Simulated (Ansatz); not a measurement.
SiH$_{5}$SF: several calculations on one system

### Relaxation

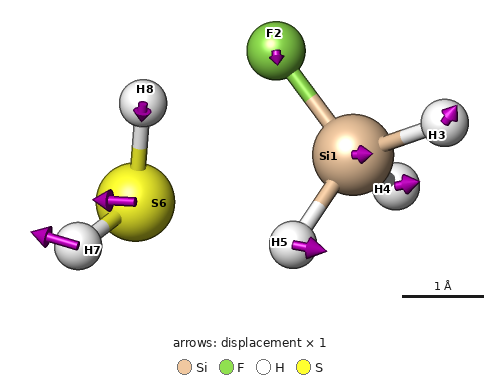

A relaxation of SiH5SF. The starting structure is drawn; purple arrows show the displacements, at their true length. The two geometries are superimposed by the best rigid fit.

Style: ball-and-stick. Shown at a tilt.

The run prepares an end point of a later path (reaction) calculation, from a guessed geometry.

The calculation used Ansatz, RKS PBE0/6-31G*.

Input file:
```yaml
crystal:
  periodic: [false, false, false]
  atoms:
    - { symbol: Si, position_ang: [0.26931, 0.054728, -0.106661] }
    - { symbol: F, position_ang: [0.132024, -0.113555, 1.485107] }
    - { symbol: H, position_ang: [1.723397, -0.020416, -0.421835] }
    - { symbol: H, position_ang: [-0.257293, 1.371902, -0.532676] }
    - { symbol: H, position_ang: [-0.42546, -1.063016, -0.792204] }
    - { symbol: S, position_ang: [-2.931342, 0.154596, 0.929764] }
    - { symbol: H, position_ang: [-3.141853, -1.149883, 0.675212] }
    - { symbol: H, position_ang: [-1.956582, -0.107157, 1.863791] }
basis:
  gaussian: { orbitals: "6-31G*" }
hamiltonian:
  xc: pbe0
relax:
  f_tol: 0.03
  max_steps: 50
```

Run as
```bash
ansatz run input.yaml --threads 1 --pin off --max-ram 2048MiB --backend cpu --events-out ev --progress --plain --runs-dir out
```

**Describe the change and its energy.**

Over 12 accepted moves (13 points after the start) the energy falls by 7.82 kJ/mol. The largest force component goes from 0.63 to 0.028 eV/Å. The line search rejected the trial step at point 2 of the run. The forces were under the threshold at step 4, but the run went on from there. H7 moves most after the best rigid fit: 0.65 Å. Largest moves by element: H 0.65 Å, S 0.59 Å, Si 0.28 Å, F 0.19 Å. Some distances before and after: S6–H8 1.375 → 1.346 Å, Si1–F2 1.607 → 1.619 Å.

### Relaxation

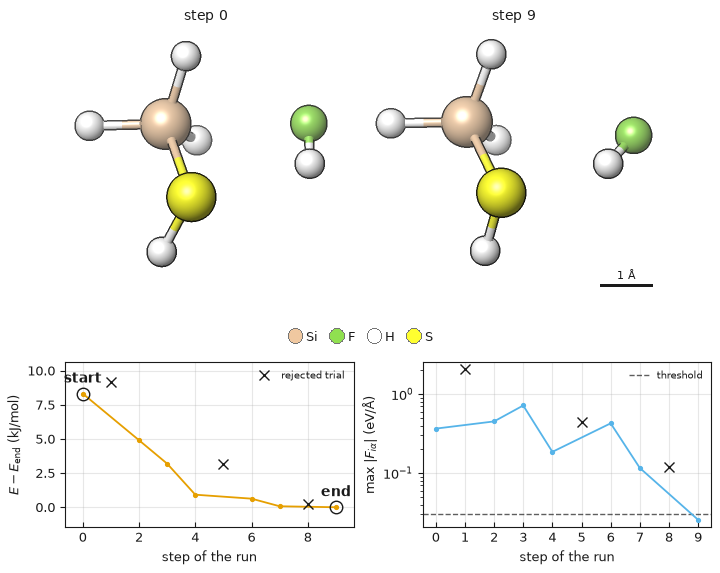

First and last geometry of a relaxation of SiH5SF, with the history of the run. Style: ball-and-stick. Shown at a tilt.

The run prepares an end point of a later path (reaction) calculation, from a guessed geometry.

Level of theory: Ansatz, RKS PBE0/6-31G*.

Input file:
```yaml
crystal:
  periodic: [false, false, false]
  atoms:
    - { symbol: Si, position_ang: [-0.500784, -0.093212, -0.432358] }
    - { symbol: F, position_ang: [0.07115, 0.67568, 2.197385] }
    - { symbol: H, position_ang: [0.525436, -0.950284, 0.213179] }
    - { symbol: H, position_ang: [-0.12031, 1.335956, -0.492034] }
    - { symbol: H, position_ang: [-0.726087, -0.593362, -1.820544] }
    - { symbol: S, position_ang: [-2.41642, -0.154727, 0.569303] }
    - { symbol: H, position_ang: [-2.666178, -1.462269, 0.370857] }
    - { symbol: H, position_ang: [-0.754607, 0.369419, 2.494713] }
basis:
  gaussian: { orbitals: "6-31G*" }
hamiltonian:
  xc: pbe0
relax:
  f_tol: 0.03
  max_steps: 50
```

Command:
```bash
ansatz run input.yaml --threads 1 --pin off --max-ram 2048MiB --backend cpu --events-out ev --progress --plain --runs-dir out
```

### What do the curves and the structures tell?

It converged. F2 moves most after the best rigid fit: 0.41 Å. Largest moves by element: F 0.41 Å, H 0.33 Å, Si 0.14 Å, S 0.10 Å. Near-neighbour distances that change, for instance: F2–H8 0.930 → 0.942 Å, Si1–S6 2.163 → 2.168 Å, Si1–H5 1.493 → 1.487 Å. Among the angles between lasting bonds that change: H5–Si1–S6 106.7° → 109.5°, H3–Si1–S6 113.2° → 110.7°. Over 6 accepted moves (9 points after the start) the energy falls by 8.32 kJ/mol. Largest force component: 0.37 eV/Å at the start, 0.026 eV/Å at the end. The line search rejected the trial steps at points 1, 5, 8 of the run.

| step | E − E(0), kJ/mol | largest force component, eV/Å | note |
| --- | --- | --- | --- |
| 0 | 0.00 | 0.3665 |  |
| 1 | 0.86 | 2.0694 | rejected |
| 2 | -3.41 | 0.4523 |  |
| 3 | -5.13 | 0.7196 |  |
| 4 | -7.40 | 0.1861 |  |
| 5 | -5.17 | 0.4490 | rejected |
| 6 | -7.69 | 0.4278 |  |
| 7 | -8.25 | 0.1163 |  |
| 8 | -8.08 | 0.1191 | rejected |
| 9 | -8.32 | 0.0256 |  |

Limits of the set-up: the start holds two separate molecules, 2.6 Å apart at their closest, whose relative position is a soft coordinate and is computed without a dispersion correction.

### Path

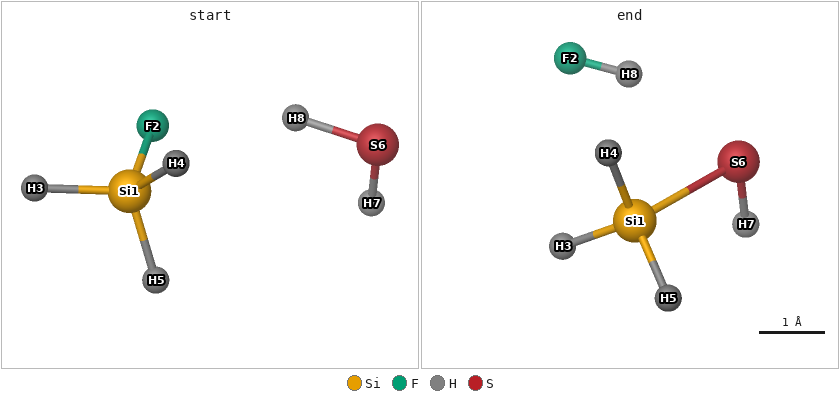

The two relaxed end points of a path for SiH5SF, made up at the start of SiH3F and H$_{2}$S. Style: ball-and-stick. Shown at a tilt.

Computed with Ansatz 0.2.0, RKS PBE0/6-31G*.

Set-up: 5 movable images; climbing image; force threshold 0.05 eV/Å; iteration limit 60.

Start:
```xyz
8

Si    0.5181    0.0872   -0.2289
F     0.0828   -0.1797    1.3074
H     1.9996    0.0070   -0.3133
H     0.0566    1.4380   -0.6355
H    -0.0963   -0.9542   -1.0913
S    -3.4172    0.0603    1.2449
H    -3.5813   -1.2702    1.1349
H    -2.1501   -0.0612    1.6823
```

End:
```xyz
8

Si   -0.3919   -0.1074   -0.5285
F    -0.3272    0.7169    2.6363
H     0.5873   -0.9286    0.2236
H    -0.0358    1.3292   -0.5066
H    -0.4935   -0.6049   -1.9266
S    -2.3434   -0.1896    0.4126
H    -2.4257   -1.5303    0.5020
H    -1.1576    0.4419    2.2878
```

Predict the minimum-energy path and its barrier.

Answer. The energy climbs by 170.6 kJ/mol to image 4 and then falls by 102.4 kJ/mol, so the end point sits at +68.2 kJ/mol. Breaking: S6–H8 (1.35 → 1.68 at the top → 2.31 Å), Si1–F2 (1.62 → 1.95 at the top → 3.27 Å). Forming: F2–H8 (2.27 → 1.11 at the top → 0.94 Å), Si1–S6 (4.20 → 2.43 at the top → 2.17 Å). The band converged in 13 iterations. The largest component of the band force went from 6.6 to 0.022 eV/Å. The climbing image converged on the top of the path. Its vibrational analysis gives one imaginary mode (590i cm⁻¹), as a transition state must have.

Energies of the converged images:

```csv
image,path (Å),E (kJ/mol)
0,0.00,0.0
1,0.68,0.4
2,1.37,8.4
3,2.05,68.6
4,2.74,170.6
5,3.70,94.4
6,4.66,68.2
```

The geometry at the top of the path:

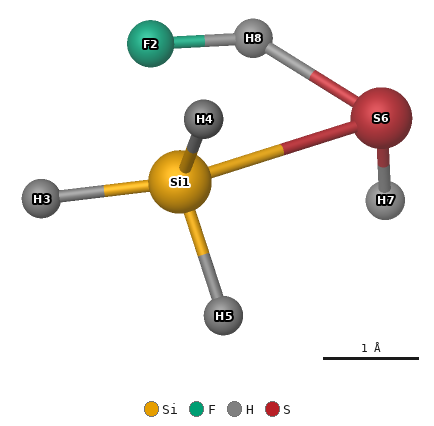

Limits of the set-up: the start holds two separate molecules, 2.3 Å apart at their closest, whose relative position is a soft coordinate and is computed without a dispersion correction.
